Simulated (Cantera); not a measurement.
A closed system holds: 1 mol HCl, 1.9 mol O2, 20 mol N2, equilibrated at 133 Pa.

Cantera equilibrium calculation (NASA polynomials, part measured and part estimated; ideal gas, pure solids and liquids). Candidate condensed phases: H2O, NH4Cl; 29 gas species. The numbers say what is thermodynamically allowed, not how fast it happens.

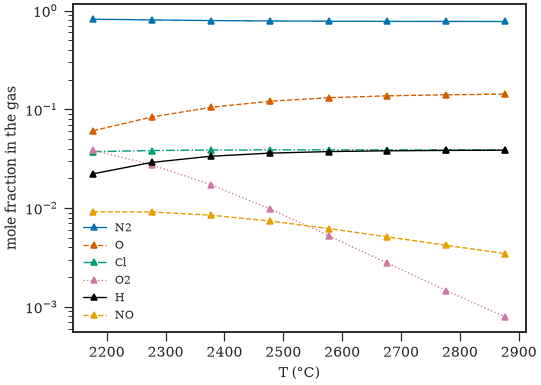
Figure: Equilibrium gas composition (values under 1e-9 drawn at 1e-9)

From 2177 °C to 2877 °C nothing is condensed.
